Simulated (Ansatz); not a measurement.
Consider CH5NaSi.

The calculation's input:

```
crystal:
  periodic: [false, false, false]
  atoms:
    - {symbol: Na, position_ang: [-2.082620, -0.184135, 0.513248]}
    - {symbol: C, position_ang: [0.125845, 0.335037, -1.067059]}
    - {symbol: Si, position_ang: [0.620811, -0.290029, 0.745747]}
    - {symbol: H, position_ang: [-0.908398, 0.470205, -1.426285]}
    - {symbol: H, position_ang: [0.608757, 1.305704, -1.214093]}
    - {symbol: H, position_ang: [-0.370586, 0.643949, 1.537476]}
    - {symbol: H, position_ang: [0.589080, -0.352895, -1.780638]}
    - {symbol: H, position_ang: [-0.391430, -1.495827, 0.805241]}
basis:
  gaussian: {orbitals: def2-TZVPP}
hamiltonian: {xc: pbe0, dispersion: d4}
output: {orbitals: {seedname: orbitals}}
```

Launched as:

```sh
ansatz run in.yaml --threads 2 --pin off --events-out ev --progress --plain --max-ram 4352MiB
```

Geometry: PBE0-D4/def2-TZVP.

The calculation used RKS PBE0-D4/def2-TZVPP (Ansatz).

**What can the converged electron density and electron localisation function tell about the bonding?**

C–Si (1.98 Å): ρ at the midpoint is about 0.77 e/Å³; the ELF peaks at about 0.95 between the atoms; a covalent bond.
Na–Si (2.72 Å): ρ is about 0.17 e/Å³ halfway; the ELF is about 0.20 at the midpoint.
C–Na (2.76 Å): the density is about 0.12 e/Å³ at the midpoint; the ELF peaks at about 0.75 in the valence shell of C, 0.8 Å from its nucleus, and is about 0.20 at the midpoint.
C–H (1.10 Å): ρ is about 1.8 e/Å³ halfway; the ELF climbs to about 1 towards the hydrogen, as it does in any bond to H (an ordinary covalent bond to hydrogen).

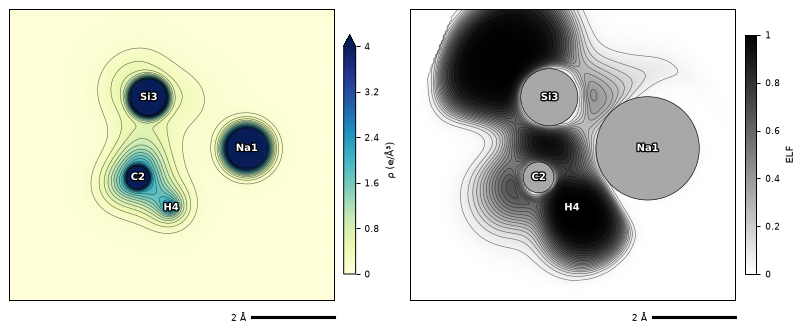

Computed electron density and electron localisation function on the plane of atoms C2, Na1 and H4, in this order. Grey discs cover the atomic cores in the ELF map. 
